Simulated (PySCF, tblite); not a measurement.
# CH13NOSi4: geometry, infrared bands, NMR shifts and electronic excitations

Aim: predict the infrared bands, NMR shifts and electronic excitations of CH13NOSi4 (`CN[Si@H]([SiH3])[SiH2][SiH2]O`).

Computed with tblite 0.8.0 and PySCF 2.14.0, with density-fitted response routines of our own, on a single molecule in the gas phase. Atoms are numbered from 0 throughout.

### Step 1. Starting geometry

20 atoms, charge 0, multiplicity 1; geometry from: force field or distance geometry start.

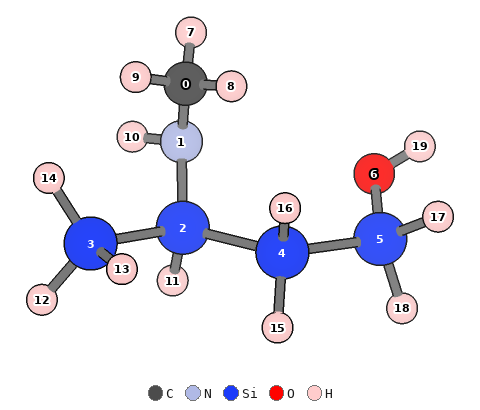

As it starts; carbon dark grey, nitrogen light blue, silicon blue, oxygen red, hydrogen pink, atoms numbered.

### Step 2. Optimising the geometry with GFN2-xTB

The job: settings as JSON, then the geometry in Å.

```
{"job": {"kind": "relax", "xc": "GFN2-xTB", "basis": "xTB"}, "charge": 0, "multiplicity": 1}
C     -1.210300     1.829100     0.428700
N     -0.935000     1.303600    -0.884700
Si    -0.661800    -0.458800    -0.897600
Si    -2.444500    -1.593800    -0.150900
Si     1.103400    -1.119900     0.259600
Si     2.974200    -0.094300    -0.314300
O      2.754500     1.508200    -0.867800
H     -1.244200     2.952500     0.346800
H     -0.458600     1.581900     1.198700
H     -2.216900     1.533700     0.819100
H     -1.780200     1.489700    -1.473600
H     -0.499400    -0.860400    -2.296900
H     -3.041100    -2.420400    -1.211400
H     -1.935800    -2.526400     0.895100
H     -3.489700    -0.717500     0.390200
H      1.259800    -2.570900     0.036500
H      0.825100    -0.935700     1.678500
H      3.815200    -0.011000     0.905900
H      3.713200    -0.937400    -1.245300
H      3.466800     2.058600    -0.438900
```

Command:

```
$ OMP_NUM_THREADS=1 python probes_run.py task.json out
```

This one command runs all jobs of the session in turn.

What it wrote:

```text
step      E/eV     max force
  0    -616.90507    2.484
  1    -617.16879    1.236
  2    -617.25646    0.857
  3    -617.31667    1.011
  4    -617.42899    0.778
  5    -617.50426    0.809
  6    -617.57649    0.535
  7    -617.61621    0.511
  8    -617.65047    0.394
  9    -617.67740    0.398
 10    -617.70121    0.431
 11    -617.72106    0.307
 12    -617.73489    0.367
 13    -617.74634    0.291
 14    -617.75734    0.302
 15    -617.76663    0.297
 16    -617.77382    0.188
 17    -617.78015    0.209
 18    -617.78703    0.190
 19    -617.79441    0.268
 20    -617.79979    0.217
 21    -617.80344    0.106
 22    -617.80553    0.101
 23    -617.80728    0.109
 24    -617.80932    0.131
 25    -617.81234    0.141
 26    -617.81534    0.118
 27    -617.81752    0.087
 28    -617.81872    0.070
 29    -617.81952    0.073
 30    -617.82033    0.095
 31    -617.82132    0.110
 32    -617.82231    0.084
 33    -617.82310    0.087
 34    -617.82379    0.082
 35    -617.82454    0.066
 36    -617.82525    0.067
 37    -617.82575    0.051
 38    -617.82608    0.050
 39    -617.82643    0.042
 40    -617.82687    0.051
 41    -617.82737    0.054
 42    -617.82781    0.048
 43    -617.82816    0.046
 44    -617.82850    0.041
 45    -617.82891    0.051
 46    -617.82930    0.042
 47    -617.82963    0.039
 48    -617.82998    0.048
 49    -617.83043    0.066
 50    -617.83103    0.079
 51    -617.83163    0.057
 52    -617.83209    0.051
 53    -617.83240    0.039
 54    -617.83270    0.054
 55    -617.83308    0.058
 56    -617.83348    0.042
 57    -617.83387    0.044
 58    -617.83424    0.052
 59    -617.83465    0.059
 60    -617.83507    0.053
 61    -617.83536    0.038
 62    -617.83550    0.028
 63    -617.83557    0.028
 64    -617.83567    0.026
 65    -617.83584    0.043
 66    -617.83609    0.049
 67    -617.83636    0.037
 68    -617.83660    0.032
 69    -617.83681    0.034
 70    -617.83701    0.038
 71    -617.83724    0.033
 72    -617.83746    0.028
 73    -617.83765    0.031
 74    -617.83784    0.038
 75    -617.83806    0.045
 76    -617.83829    0.046
 77    -617.83847    0.029
 78    -617.83868    0.027
 79    -617.83899    0.037
 80    -617.83915    0.033
 81    -617.83930    0.022
 82    -617.83939    0.019
 83    -617.83949    0.024
 84    -617.83960    0.029
 85    -617.83973    0.025
 86    -617.83985    0.024
 87    -617.83995    0.021
 88    -617.84005    0.026
 89    -617.84015    0.025
 90    -617.84026    0.024
 91    -617.84038    0.030
 92    -617.84052    0.043
 93    -617.84067    0.042
 94    -617.84078    0.026
 95    -617.84086    0.019
 96    -617.84092    0.017
 97    -617.84100    0.024
 98    -617.84108    0.025
 99    -617.84113    0.014
100    -617.84116    0.014
101    -617.84119    0.012
102    -617.84122    0.019
103    -617.84126    0.022
104    -617.84130    0.014
105    -617.84132    0.011
106    -617.84134    0.012
107    -617.84137    0.016
108    -617.84140    0.019
109    -617.84143    0.014
110    -617.84145    0.010
111    -617.84147    0.009
```

It took 1.6 s on 1 thread of Intel Xeon at 2.70GHz, shared host.

Step by step: (not every step is listed)

```csv
step,energy from step 0 (eV),largest force (eV/Å)
0,0.0000,2.4842
1,-0.2637,1.2363
2,-0.3514,0.8573
3,-0.4116,1.0109
4,-0.5239,0.7778
5,-0.5992,0.8093
6,-0.6714,0.5350
7,-0.7111,0.5109
8,-0.7454,0.3936
17,-0.8751,0.2091
26,-0.9103,0.1183
35,-0.9195,0.0657
44,-0.9234,0.0413
53,-0.9273,0.0395
62,-0.9304,0.0279
71,-0.9322,0.0333
80,-0.9341,0.0331
89,-0.9351,0.0251
98,-0.9360,0.0246
106,-0.9363,0.0122
107,-0.9363,0.0161
108,-0.9363,0.0194
109,-0.9364,0.0137
110,-0.9364,0.0105
111,-0.9364,0.0087
```

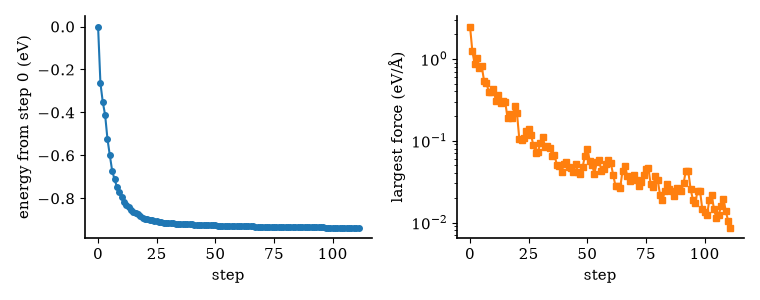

Energy and force, step by step.

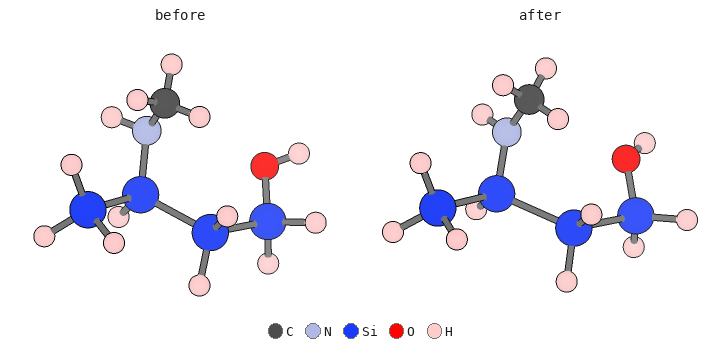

The geometry before (left) and after (right).

Close pairs (by a distance rule), those that changed most:

```
   bond  before (Å)  after (Å)  change (Å)
Si2–Si4       2.212      2.331      +0.120
Si2–Si3       2.241      2.336      +0.094
Si4–Si5       2.209      2.302      +0.093
 Si5–O6       1.710      1.632      -0.078
 N1–Si2       1.783      1.733      -0.050
 O6–H19       0.997      0.953      -0.045
 N1–H10       1.047      1.008      -0.039
  C0–H7       1.127      1.092      -0.035
```

The end geometry stands in the next job.

### Step 3. Infrared spectrum with GFN2-xTB

The job: settings as JSON, then the geometry in Å.

```
{"job": {"kind": "ir", "xc": "GFN2-xTB", "basis": "xTB"}, "charge": 0, "multiplicity": 1}
C     -1.082576     1.857173     0.424585
N     -0.935299     1.121949    -0.804854
Si    -0.783132    -0.603835    -0.849805
Si    -2.708667    -1.751500    -0.193218
Si     1.167861    -1.102441     0.325174
Si     3.133095    -0.017840    -0.187426
O      2.596300     1.490901    -0.500464
H     -0.748958     2.888493     0.291162
H     -0.460773     1.395148     1.189626
H     -2.118392     1.873323     0.788956
H     -1.422425     1.573954    -1.563146
H     -0.593904    -0.791446    -2.307143
H     -3.352563    -2.518495    -1.266951
H     -2.431617    -2.714933     0.878660
H     -3.770678    -0.877499     0.330216
H      1.403726    -2.553769     0.174272
H      0.909561    -0.992773     1.778549
H      4.177629     0.072067     0.848060
H      3.842603    -0.523354    -1.374510
H      3.173059     2.185554    -0.804173
```

What it wrote:

```text
mode    cm-1     km/mol
  1     -15.0      0.01
  2      14.0      0.04
  3      23.5      0.28
  4      52.7      0.03
  5      64.8      0.46
  6      90.7      1.59
  7     113.2      1.25
  8     126.8      3.85
  9     174.9      7.91
 10     204.2      6.24
 11     284.7     20.89
 12     306.2     51.30
 13     349.1      9.82
 14     356.6      5.42
 15     409.9     76.51
 16     418.8     40.53
 17     441.6      7.29
 18     456.4      3.54
 19     491.6     18.39
 20     507.1      9.96
 21     564.4    320.10
 22     580.7    669.98
 23     621.9     56.76
 24     654.2    205.33
 25     681.1     67.81
 26     708.6    314.21
 27     784.3    528.77
 28     801.7     71.51
 29     816.6    140.15
 30     818.3    193.90
 31     828.7    103.38
 32     838.9    235.26
 33     863.3    206.19
 34     875.5    190.17
 35    1063.2     16.15
 36    1111.7      4.40
 37    1157.2     68.07
 38    1362.0     31.85
 39    1427.3      0.13
 40    1492.8      1.37
 41    1505.8      1.62
 42    2065.4     97.06
 43    2089.5    340.39
 44    2110.9    289.40
 45    2135.4    632.11
 46    2176.7    194.91
 47    2180.4    457.48
 48    2208.5    398.26
 49    2215.6    238.79
 50    2878.2     74.41
 51    2970.4     50.76
 52    3016.3     29.30
 53    3446.6      3.84
 54    3666.6      3.56
```

Run time: 1.4 s. Hardware: 1 thread of Intel Xeon at 2.70GHz, shared host.

The strongest bands and the atoms that carry them (share of the mass-weighted mode):

```
cm⁻¹  km/mol                                   atoms
 564   320.1            H16 54 %, H11 16 %, H15 13 %
 581   670.0                      H15 46 %, H11 40 %
 709   314.2            H17 29 %, H18 28 %, H19 24 %
 784   528.8  H14 24 %, H13 22 %, H12 20 %, Si2 10 %
2090   340.4                      H16 78 %, H11 10 %
2135   632.1                      H17 58 %, H18 33 %
2180   457.5                                H14 93 %
2208   398.3                                H12 88 %
```

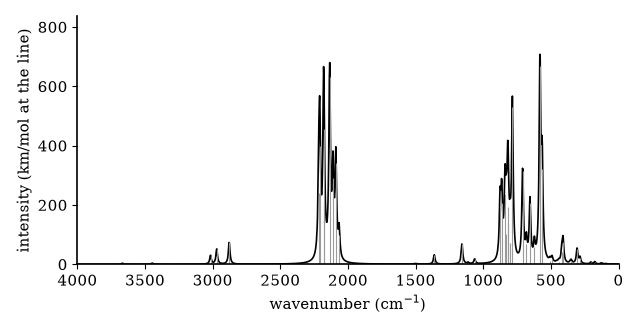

The infrared spectrum from these modes, unscaled. Lines are broadened to a width of 14 cm⁻¹ (Lorentzian).

### Step 4. Geometry optimisation at PBE0-D3(BJ)/def2-SVP

The job: settings as JSON, then the geometry in Å.

```
{"job": {"xc": "PBE0", "basis": "def2-SVP", "d3": "d3bj", "grid": 1, "shake": 0.01, "kind": "geom"}, "charge": 0, "multiplicity": 1}
C     -1.062170     1.831620     0.428770
N     -0.940980     1.117420    -0.807010
Si    -0.803330    -0.606150    -0.858460
Si    -2.675440    -1.749240    -0.196740
Si     1.165050    -1.109120     0.314620
Si     3.129190    -0.013020    -0.189810
O      2.605880     1.488900    -0.500220
H     -0.733500     2.893940     0.286110
H     -0.462600     1.400550     1.208980
H     -2.121090     1.870890     0.798980
H     -1.431290     1.571040    -1.554320
H     -0.588100    -0.790530    -2.300440
H     -3.380840    -2.508280    -1.276550
H     -2.448300    -2.712170     0.885670
H     -3.775130    -0.888260     0.330480
H      1.403200    -2.539710     0.181750
H      0.911500    -0.981660     1.776490
H      4.168370     0.077910     0.853890
H      3.840450    -0.531180    -1.372220
H      3.148120     2.192460    -0.799260
```

What it wrote:

```text
step   0  E = -1332.73420889  max force = 0.030278
step   1  E = -1332.74970093  max force = 0.006410
step   2  E = -1332.75071029  max force = 0.003461
step   3  E = -1332.75137046  max force = 0.004228
step   4  E = -1332.75168878  max force = 0.003512
step   5  E = -1332.75198588  max force = 0.002087
step   6  E = -1332.75231478  max force = 0.001791
step   7  E = -1332.75248410  max force = 0.002900
step   8  E = -1332.75259258  max force = 0.002557
step   9  E = -1332.75279326  max force = 0.002329
step  10  E = -1332.75236733  max force = 0.004752
step  11  E = -1332.75331382  max force = 0.003400
step  12  E = -1332.75354953  max force = 0.001590
step  13  E = -1332.75366633  max force = 0.000694
step  14  E = -1332.75381569  max force = 0.001231
step  15  E = -1332.75389319  max force = 0.001279
step  16  E = -1332.75400648  max force = 0.001548
step  17  E = -1332.75417141  max force = 0.001501
step  18  E = -1332.75444228  max force = 0.001512
step  19  E = -1332.75462146  max force = 0.001462
step  20  E = -1332.75483712  max force = 0.001265
step  21  E = -1332.75495110  max force = 0.001460
step  22  E = -1332.75505918  max force = 0.001361
step  23  E = -1332.75514324  max force = 0.001137
step  24  E = -1332.75519360  max force = 0.000738
step  25  E = -1332.75522642  max force = 0.000475
step  26  E = -1332.75524296  max force = 0.000317
step  27  E = -1332.75525375  max force = 0.000225
optimisation converged
```

Wall time 11 min (1 thread of Intel Xeon at 2.70GHz, shared host); peak memory 0.8 GiB.

The steps of the relaxation: (the energy doesn't fall at every step)

```csv
step,energy from step 0 (eV),largest force component (eV/Å)
0,0.0000,1.5570
1,-0.4216,0.3296
2,-0.4490,0.1780
3,-0.4670,0.2174
4,-0.4757,0.1806
5,-0.4837,0.1073
6,-0.4927,0.0921
7,-0.4973,0.1491
8,-0.5002,0.1315
9,-0.5057,0.1198
10,-0.4941,0.2444
11,-0.5199,0.1748
12,-0.5263,0.0818
13,-0.5295,0.0357
14,-0.5335,0.0633
15,-0.5356,0.0658
16,-0.5387,0.0796
17,-0.5432,0.0772
18,-0.5506,0.0778
19,-0.5555,0.0752
20,-0.5613,0.0650
21,-0.5644,0.0751
22,-0.5674,0.0700
23,-0.5697,0.0585
24,-0.5710,0.0379
25,-0.5719,0.0244
26,-0.5724,0.0163
27,-0.5727,0.0116
```

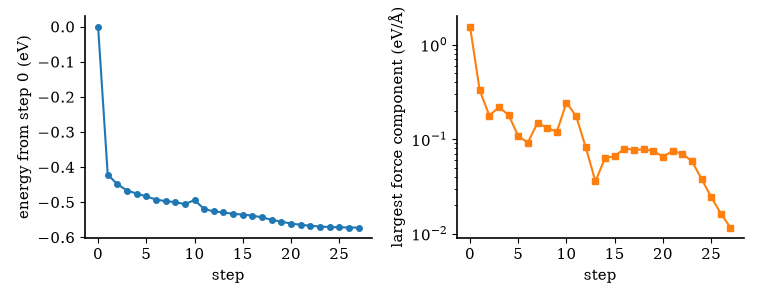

Energy and largest force along the relaxation.

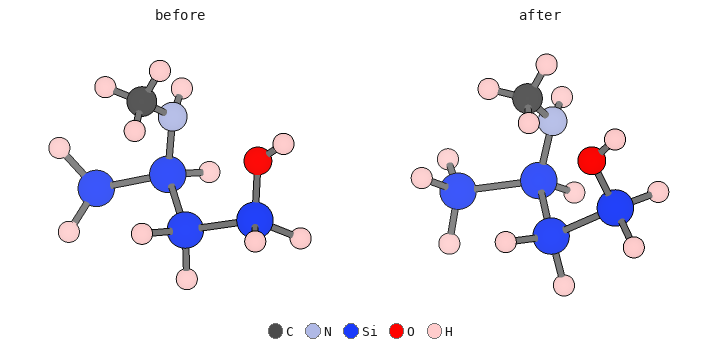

Before and after, at one scale.

Distances of close pairs at the start and the end, largest changes first:

```
   bond  before (Å)  after (Å)  change (Å)
Si2–Si3       2.291      2.360      +0.069
 Si5–O6       1.620      1.678      +0.058
Si4–H15       1.456      1.499      +0.043
Si4–Si5       2.305      2.340      +0.035
Si3–H13       1.466      1.498      +0.032
Si2–H11       1.470      1.498      +0.028
  C0–H8       1.074      1.102      +0.028
Si5–H18       1.474      1.499      +0.025
```

The final coordinates are the input of the step that follows.

```
                         at the end point                value
  point group (found at 0.08 Å tolerance)                   C1
rotational constants (GHz, main isotopes)  1.781, 0.641, 0.532
                        dipole moment (D)                 2.45
```

(Part 1 of 2 ends here.)
